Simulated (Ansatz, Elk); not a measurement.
## LaZn5Cu: X-ray structure factors from the self-consistent density

Structure refinements treat a crystal as free atoms side by side. For a made-up structure of LaZn5Cu (cell and positions from a PBEsol relaxation) the runs below show what the calculated density changes in F(hkl).

Program: Elk 11.2.3 (patched build). Level of theory: DFT, PBE, all-electron APW+lo, Dirac cores, scalar-relativistic bands, static density, no spin. Results are calculated unless marked as measured.

The structure was built from a prototype and need not be the compound's stable phase.

**1. The structure**

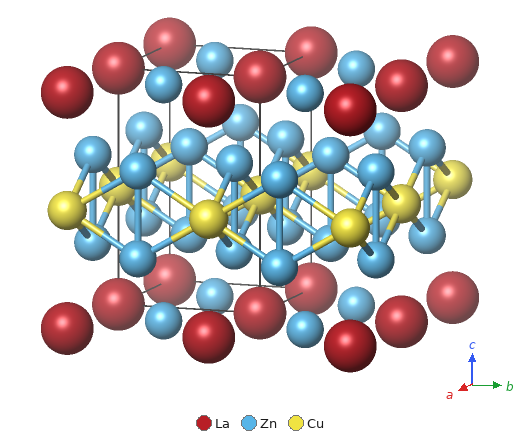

The starting structure, seen slightly off an axis (lanthanum red, zinc blue, copper yellow). 2×2×1 cells are drawn. Some periodic images of atoms are drawn too.

**2. Ground state and structure factors**

An all-electron density is needed, since X-rays see the cores too. Task 0 finds the density and task 195 Fourier-transforms it; tshift is off so that phases refer to the origin typed.

Contents of elk.in:

```
tasks
  0
  195

xctype
  20

spinpol
  .false.

rgkmax
  7.0

gmaxvr
  14.0

lmaxo
  7

lmaxapw
  8

swidth
  0.002

tshift
  .false.

ramdisk
  .false.

hmaxvr
  5.5

maxscl
  120

epspot
  1e-06

sppath
  './'

avec
  8.17334223683 -0.00000000000 0.00000000000
  0.00000000000 8.17334223683 0.00000000000
  0.00000000000 0.00000000000 13.01248271647

atoms
  3
  'La.in'
  1
  0.0000000000 -0.0000000000 0.0000000000   0.000000 0.000000 0.000000
  'Zn.in'
  5
  -0.0000000000 0.5000000000 0.6857377692   0.000000 0.000000 0.000000
  0.5000000000 0.0000000000 0.3142622308   0.000000 0.000000 0.000000
  -0.0000000000 0.5000000000 0.3142622308   0.000000 0.000000 0.000000
  0.5000000000 0.0000000000 0.6857377692   0.000000 0.000000 0.000000
  0.5000000000 0.5000000000 0.0000000000   0.000000 0.000000 0.000000
  'Cu.in'
  1
  -0.0000000000 -0.0000000000 0.5000000000   0.000000 0.000000 0.000000

ngridk
  5 5 4
```

The run is started by

```bash
$ OMP_NUM_THREADS=4 elk
```

Numbers of over 12 decimals in the logs are rounded to 6 here.

The log of the run:

```text
┌─────────────────────────┐
│ Elk code version 11.2.3 │
└─────────────────────────┘

All units are atomic (Hartree, Bohr, etc.)

┌─────────────────────────────────────────────────┐
│ Ground-state run starting from atomic densities │
└─────────────────────────────────────────────────┘

Lattice vectors :
   8.173342237      -0.000000000       0.000000000
   0.000000000       8.173342237       0.000000000
   0.000000000       0.000000000       13.01248272

Reciprocal lattice vectors :
  0.7687412475       0.000000000       0.000000000
   0.000000000      0.7687412475      -0.000000000
  -0.000000000       0.000000000      0.4828583018

Unit cell volume      :    869.2796926
Brillouin zone volume :   0.2853514416

Muffin-tin inner radius fraction :   0.1000000000E-01

Nuclei treated as point charges

Species : 1 (La)
 parameters loaded from : La.in
 name : lanthanum
 nuclear charge    :   -57.00000000
 electronic charge :    57.00000000
 atomic mass :    253209.2366
 muffin-tin radius :    2.800000000
 number of radial points in muffin-tin :   1393
 inner part over the whole radius :   0.9924947902E-02
 number on inner part of muffin-tin    :    996
 approximate nuclear radius :   0.9226798129E-04
 number of mesh points to nuclear radius :    505
 atomic positions (lattice), magnetic fields (Cartesian) :
  1 :   0.00000000  0.00000000  0.00000000    0.00000000  0.00000000  0.00000000

Species : 2 (Zn)
 parameters loaded from : Zn.in
 name : zinc
 nuclear charge    :   -30.00000000
 electronic charge :    30.00000000
 atomic mass :    119233.3130
 muffin-tin radius :    2.348938311
 number of radial points in muffin-tin :    993
 inner part over the whole radius :   0.9906351320E-02
 number on inner part of muffin-tin    :    701
 approximate nuclear radius :   0.7484757725E-04
 number of mesh points to nuclear radius :    338
 atomic positions (lattice), magnetic fields (Cartesian) :
  1 :   0.00000000  0.50000000 -0.31426223    0.00000000  0.00000000  0.00000000
  2 :   0.50000000  0.00000000  0.31426223    0.00000000  0.00000000  0.00000000
  3 :   0.00000000  0.50000000  0.31426223    0.00000000  0.00000000  0.00000000
  4 :   0.50000000  0.00000000 -0.31426223    0.00000000  0.00000000  0.00000000
  5 :   0.50000000  0.50000000  0.00000000    0.00000000  0.00000000  0.00000000

Species : 3 (Cu)
 parameters loaded from : Cu.in
 name : copper
 nuclear charge    :   -29.00000000
 electronic charge :    29.00000000
 atomic mass :    115837.2717
 muffin-tin radius :    2.348938311
 number of radial points in muffin-tin :    993
 inner part over the whole radius :   0.9955908539E-02
 number on inner part of muffin-tin    :    701
 approximate nuclear radius :   0.7406004541E-04
 number of mesh points to nuclear radius :    336
 atomic positions (lattice), magnetic fields (Cartesian) :
  1 :   0.00000000  0.00000000  0.50000000    0.00000000  0.00000000  0.00000000

Total number of atoms per unit cell :    7
Total muffin-tin volume :    417.6800232
 ratio of muffin-tin to unit cell volume :   0.4804897971

Spin treatment :
 spin-unpolarised

Number of Bravais lattice symmetries :   16
Number of crystal symmetries         :   16
Crystal has inversion symmetry
Real symmetric eigensolver will be used

k-point grid :      5     5     4
k-point offset :    0.000000000       0.000000000       0.000000000
k-point set is reduced with full crystal symmetry group
Total number of k-points :       18

Muffin-tin radius times maximum |G+k| :    7.000000000
 using average radius
Maximum |G+k| for APW functions       :    2.900501573
Maximum (1/2)|G+k|²                   :    4.206454688
Maximum |G| for potential and density :    14.00000000
Constant for pseudocharge density :   10
 order of it for each species :   17  17  17
 order of it for pair densities of each species (exact exchange by exxq0 0: 18) :   13   9   9
Radial integration step length :    1

G-vector grid sizes :     40    40    60
Number of G-vectors :    40305

[...]
total energy                :     -19133.885322567

Density of states at Fermi energy :    123.9542675
 (states/Hartree/unit cell)

Estimated indirect band gap :   0.2372516104E-03
 from k-point 6 to k-point 4
Estimated direct band gap   :   0.1697572254E-02
 at k-point 4

Charges :
 core                        :    118.0000000
 valence                     :    118.0000000
 interstitial                :    9.728384644
 muffin-tins (core leakage)
  species : 1 (La)
[...]
species : 2 (Zn)
[...]
species : 3 (Cu)
[...]
total in muffin-tins        :    226.2716154
 total calculated charge     :    235.9987319
 total charge                :    236.0000000
 error                       :   0.1268060715E-02

RMS change in Kohn-Sham potential (target) :   0.4859283421     (  0.1000000000E-05)
Absolute change in total energy (target)   :    1.342521618     (  0.1000000000E-03)

[... loops 3 to 20 left out ...]

┌──────────────────┐
│ Loop number : 21 │
└──────────────────┘

Energies :
 Fermi                       :     0.224594
 sum of occupied eigenvalues :     -11335.737063681
 electron kinetic            :      19922.665879779
 core electron kinetic       :      18616.473908620
 Coulomb                     :     -38425.788764013
 Coulomb potential           :     -30438.040976639
 nuclear-nuclear             :     -2350.9606367896
 electron-nuclear            :     -41772.350240948
 Hartree                     :      5697.5221137245
 Madelung                    :     -23206.768275694
 xc potential                :     -820.36196682162
 exchange                    :     -618.33156928671
 correlation                 :     -11.786548784911
 electron entropic           :    -0.16767383666268E-02
 total energy                :     -19133.242679044

Density of states at Fermi energy :    129.3452299
 (states/Hartree/unit cell)

Estimated indirect band gap :   0.1225433205E-02
 from k-point 4 to k-point 16
Estimated direct band gap   :   0.5126300549E-02
 at k-point 4

Charges :
 core                        :    118.0000000
 valence                     :    118.0000000
 interstitial                :    8.991758930
 muffin-tins (core leakage)
  species : 1 (La)
[...]
species : 2 (Zn)
[...]
species : 3 (Cu)
[...]
total in muffin-tins        :    227.0082411
 total calculated charge     :    235.9987717
 total charge                :    236.0000000
 error                       :   0.1228298968E-02

RMS change in Kohn-Sham potential (target) :   0.3133747909E-06 (  0.1000000000E-05)
Absolute change in total energy (target)   :   0.1529665315E-04 (  0.1000000000E-03)

Convergence targets achieved

┌──────────────────┐
│ Loop number : 22 │
└──────────────────┘

Energies :
 Fermi                       :     0.224595
 sum of occupied eigenvalues :     -11335.737029047
 electron kinetic            :      19922.665899855
 core electron kinetic       :      18616.473917368
 Coulomb                     :     -38425.788756087
 Coulomb potential           :     -30438.040972499
 nuclear-nuclear             :     -2350.9606367896
 electron-nuclear            :     -41772.350227760
 Hartree                     :      5697.5221084628
 Madelung                    :     -23206.768269837
 xc potential                :     -820.36195640288
 exchange                    :     -618.33156878898
 correlation                 :     -11.786548756512
 electron entropic           :    -0.16767391171674E-02
 total energy                :     -19133.242650516

Density of states at Fermi energy :    129.3452733
 (states/Hartree/unit cell)

Estimated indirect band gap :   0.1225438380E-02
 from k-point 4 to k-point 16
Estimated direct band gap   :   0.5126300778E-02
 at k-point 4

Charges :
 core                        :    118.0000000
 valence                     :    118.0000000
 interstitial                :    8.991758307
 muffin-tins (core leakage)
  species : 1 (La)
[...]
species : 2 (Zn)
[...]
atom 4                    :    28.82210104     (  0.1089594118E-03)
   atom 5                    :    28.78217647     (  0.1084635654E-03)
  species : 3 (Cu)
   atom 1                    :    28.19339420     (  0.2088772315E-03)
 total in muffin-tins        :    227.0082417
 total calculated charge     :    235.9987717
 total charge                :    236.0000000
 error                       :   0.1228299173E-02

┌──────────────────────────────┐
│ Self-consistent loop stopped │
└──────────────────────────────┘

Warning : core states of species 1 leak from the muffin-tin :   0.2238177090E-03

Warning : core states of species 2 leak from the muffin-tin :   0.1089594118E-03

Warning : core states of species 3 leak from the muffin-tin :   0.2088772315E-03

Wrote STATE.OUT
```

Wall time 56 s (4 threads of AMD EPYC 7B13 (Zen 3), shared host); peak memory 0.41 GiB.

SFACRHO.OUT:

```text

h k l indices transformed by vhmat matrix:
   1.000000000       0.000000000       0.000000000    
   0.000000000       1.000000000       0.000000000    
   0.000000000       0.000000000       1.000000000    

      h      k      l  multipl.   |H|            Re(F)            Im(F)           |F|

      0      0      0      1   0.0000000       236.00000      0.40056528E-16   236.00000    
      0      0     -1      2  0.48285830       9.8935800      0.82159918E-14   9.8935800    
      0      1      0      4  0.76874125       50.382852     -0.25051284E-13   50.382852    
      1      0     -1      8  0.90780793      -2.7772072      0.14816480E-13   2.7772072    
      0      0      2      2  0.96571660       27.989701      0.15644926E-13   27.989701    
      1      1      0      4   1.0871643      -4.3272253     -0.16285767E-13   4.3272253    
      1     -1      1      8   1.1895707       86.580565     -0.71702330E-14   86.580565    
     -1      0      2      8   1.2343305       45.196341      0.75236970E-14   45.196341    
      0      0      3      2   1.4485749       132.72950     -0.31208733E-13   132.72950    
      1     -1     -2      8   1.4541440       154.60705     -0.14059886E-13   154.60705    
      2      0      0      4   1.5374825       180.02867      0.44326330E-13   180.02867    
     -2      0     -1      8   1.6115224       8.1038515      0.45203133E-14   8.1038515    
      0     -1     -3      8   1.6399184      -1.4678803      0.53924778E-13   1.4678803    
     -1      2      0      8   1.7189577       40.563902      0.35541511E-13   40.563902    
     -2      1      1     16   1.7854881      -1.2240703      0.18467583E-13   1.2240703    
      1     -1     -3      8   1.8111586      -38.719385      0.27622625E-13   38.719385    
      2      0     -2      8   1.8156159       23.382474     -0.35584559E-13   23.382474    
      0      0      4      2   1.9314332       76.881553      0.25674484E-13   76.881553
```

Elk indexes on the primitive cell of elk.in and gives |H| = 4π sin θ/λ in inverse bohr. Below, one row stands for each form hkl of the conventional cell (m members, Friedel mates merged), F is for one primitive cell and the density is static (no thermal factor). Free-atom factors are Waasmaier and Kirfel's, and R is Σm||F|−|F'||/Σm|F|.

| hkl | m | sin θ/λ (Å⁻¹) | abs F, DFT | neutral atoms | diff. |
| --- | --- | --- | --- | --- | --- |
| 001 | 2 | 0.073 | 9.894 | 9.523 | +0.370 |
| 100 | 4 | 0.116 | 50.383 | 50.065 | +0.318 |
| 101 | 8 | 0.137 | 2.777 | 3.022 | -0.245 |
| 002 | 2 | 0.145 | 27.990 | 27.970 | +0.020 |
| 110 | 4 | 0.164 | 4.327 | 4.351 | -0.023 |
| 111 | 8 | 0.179 | 86.581 | 86.706 | -0.125 |
| 102 | 8 | 0.186 | 45.196 | 45.425 | -0.229 |
| 003 | 2 | 0.218 | 132.730 | 133.320 | -0.590 |
| 112 | 8 | 0.219 | 154.607 | 155.743 | -1.136 |
| 200 | 4 | 0.231 | 180.029 | 181.392 | -1.363 |
| 201 | 8 | 0.242 | 8.104 | 7.544 | +0.560 |
| 103 | 8 | 0.247 | 1.468 | 2.159 | -0.691 |
| 210 | 8 | 0.259 | 40.564 | 40.750 | -0.186 |
| 211 | 16 | 0.269 | 1.224 | 1.889 | -0.665 |

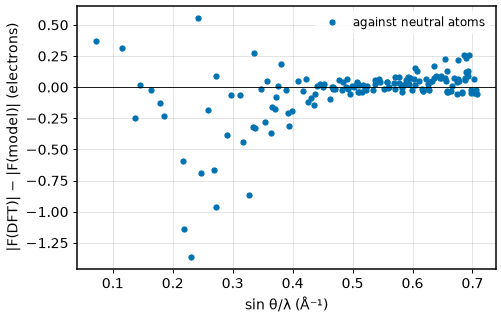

Difference between the calculated structure factors and the independent-atom ones.

**3. The highest occupied states alone**

An energy window below the Fermi level keeps the highest occupied states, to see at which angles they scatter; shallow core shells can lie inside it and anion s states outside. No new self-consistency is needed.

elk.in, as its differences from that of step 2:

```diff
@@ -1,3 +1,2 @@
 tasks
-  0
   195
@@ -40,2 +39,5 @@
 
+wsfac
+  -0.216400 0.524590
+
 sppath
```

The run is started by

```bash
$ OMP_NUM_THREADS=4 elk
```

The log of the run:

```text
┌─────────────────────────────────┐
│ Elk code version 11.2.3 started │
└─────────────────────────────────┘

Info(readinput): the functional depends on the density's gradient
 muffin-tin radial points multiplied by    2.00000
 (not where nrmtscf is given)

┌────────────────────┐
│ Current task : 195 │
└────────────────────┘
Info(checkmt): changed muffin-tin radius of species 2 (Zn) from   2.4000 to   2.3489
Info(checkmt): changed muffin-tin radius of species 3 (Cu) from   2.4000 to   2.3489

Info(sfacrho): density structure factors written to SFACRHO.OUT

 Energy window :  -0.2164000000      0.5245900000

┌──────────────────┐
│ Elk code stopped │
└──────────────────┘
```

It took 15 s on 4 threads; peak memory 0.23 GiB; 20 s of CPU time.

States within 12 eV below the Fermi level hold 74.00 electrons; any levels below the window count with the cores. Their amplitudes can exceed the total, where window and core parts have opposite phase:

| hkl | sin θ/λ (Å⁻¹) | abs F, window | abs F, all |
| --- | --- | --- | --- |
| 001 | 0.073 | 14.536 | 9.894 |
| 100 | 0.116 | 0.165 | 50.383 |
| 101 | 0.137 | 17.222 | 2.777 |
| 002 | 0.145 | 7.255 | 27.990 |
| 110 | 0.164 | 17.513 | 4.327 |
| 111 | 0.179 | 13.553 | 86.581 |
| 102 | 0.186 | 0.661 | 45.196 |
| 003 | 0.218 | 27.311 | 132.730 |
| 112 | 0.219 | 32.831 | 154.607 |
| 200 | 0.231 | 39.871 | 180.029 |

**4. Another functional**

The difference from free atoms is small, so it is set against the change that LDA (Perdew-Wang) makes.

elk.in, as its differences from that of step 3:

```diff
@@ -1,2 +1,3 @@
 tasks
+  0
   195
@@ -4,3 +5,3 @@
 xctype
-  20
+  3
 
@@ -39,5 +40,2 @@
 
-wsfac
-  -0.216400 0.524590
-
 sppath
```

The run is started by

```bash
$ OMP_NUM_THREADS=4 elk
```

The log of the run:

```text
┌─────────────────────────┐
│ Elk code version 11.2.3 │
└─────────────────────────┘

All units are atomic (Hartree, Bohr, etc.)

┌─────────────────────────────────────────────────┐
│ Ground-state run starting from atomic densities │
└─────────────────────────────────────────────────┘

Lattice vectors :
   8.173342237      -0.000000000       0.000000000
   0.000000000       8.173342237       0.000000000
   0.000000000       0.000000000       13.01248272

Reciprocal lattice vectors :
  0.7687412475       0.000000000       0.000000000
[...]
species : 3 (Cu)
   atom 1                    :    28.20591629     (  0.2157105759E-03)
 total in muffin-tins        :    227.0996082
 total calculated charge     :    235.9987288
 total charge                :    236.0000000
 error                       :   0.1271246532E-02

┌──────────────────────────────┐
│ Self-consistent loop stopped │
└──────────────────────────────┘

Warning : core states of species 1 leak from the muffin-tin :   0.2245083254E-03

Warning : core states of species 2 leak from the muffin-tin :   0.1106333917E-03

Warning : core states of species 3 leak from the muffin-tin :   0.2157105759E-03

Wrote STATE.OUT
[key lines of the parts left out:]
total energy                :     -19110.930087796
```

Wall time 32 s (4 threads); peak memory 0.25 GiB.

Against the first run R = 0.04 %; the largest change is -0.098 at 220.

**5. Basis size**

A smaller basis shows how fast F responds to it; the change is likely larger than the basis error of the first run, but doesn't show convergence.

elk.in, as its differences from that of step 4:

```diff
@@ -5,3 +5,3 @@
 xctype
-  3
+  20
 
@@ -11,3 +11,3 @@
 rgkmax
-  7.0
+  5.5
```

The run is started by

```bash
$ OMP_NUM_THREADS=4 elk
```

The log of the run:

```text
┌─────────────────────────┐
│ Elk code version 11.2.3 │
└─────────────────────────┘

All units are atomic (Hartree, Bohr, etc.)

┌─────────────────────────────────────────────────┐
│ Ground-state run starting from atomic densities │
└─────────────────────────────────────────────────┘

Lattice vectors :
   8.173342237      -0.000000000       0.000000000
   0.000000000       8.173342237       0.000000000
   0.000000000       0.000000000       13.01248272

Reciprocal lattice vectors :
  0.7687412475       0.000000000       0.000000000
[...]
species : 3 (Cu)
   atom 1                    :    28.14482253     (  0.2092634294E-03)
 total in muffin-tins        :    226.7499960
 total calculated charge     :    235.9986216
 total charge                :    236.0000000
 error                       :   0.1378391444E-02

┌──────────────────────────────┐
│ Self-consistent loop stopped │
└──────────────────────────────┘

Warning : core states of species 1 leak from the muffin-tin :   0.2234405566E-03

Warning : core states of species 2 leak from the muffin-tin :   0.1097016344E-03

Warning : core states of species 3 leak from the muffin-tin :   0.2092634294E-03

Wrote STATE.OUT
[key lines of the parts left out:]
total energy                :     -19132.936045240
```

Wall time 51 s (4 threads); peak memory 0.38 GiB.

Against the first run R = 0.04 %; the largest change is +0.153 at 220.

**6. Settings against the effect**

| run | R against the first run (%) | R against neutral atoms, low angle (%) | wall time |
| --- | --- | --- | --- |
| PBE, rgkmax 7 | 0.00 | 1.04 | 56 s |
| LDA (Perdew-Wang) | 0.04 | 1.05 | 32 s |
| rgkmax 5.5 | 0.04 | 1.05 | 51 s |

**7. Summary of results**

```json
{"R against neutral atoms, sin θ/λ < 0.3 Å⁻¹": "1.04 %", "R against neutral atoms, 0.3 to 0.71 Å⁻¹": "0.23 %"}
```

What this shows: Independent neutral atoms miss the calculated amplitudes by R = 1.04 % below 0.3 Å⁻¹ and 0.23 % from there to 0.71 Å⁻¹; by shells, 1.34 % below 0.15 Å⁻¹ (4 forms), 1.02 % 0.15 to 0.3 (14 forms), 0.37 % 0.3 to 0.45 (28 forms), 0.18 % above 0.45 (103 forms). Bonding, aspherical density and the tables' own atoms all enter these figures, and the runs don't part them. The largest change of an amplitude is -1.36 electrons, at 200. Weak lines can change much in proportion: 301 goes from 0.42 to 0.14. The window's part falls from 74.0 electrons at the origin to at most 17.35 between 0.45 and 0.71 Å⁻¹, where compact states inside the window still scatter. Below 0.3 Å⁻¹ the changes that finished (LDA (Perdew-Wang) and rgkmax 5.5) move F by R = 0.03 % at most, against the 1.04 % that separates it from free atoms. The k-mesh has no finished test. These runs have no spin, though d or f shells may be open. Part of the difference isn't bonding: the tables are fits to free atoms and ions calculated by other methods than this functional. Thermal motion, anomalous dispersion and extinction are left out.

[Logs are printed without paths, hosts, clocks, repeated set-up lines and the standing remarks that a program may print on its own settings, such as how far it seeks lower states.]

[Hosts, paths, dates, database ids (printed as entryN), source tags and the programs' standing remarks are cut or masked in the printed files.]
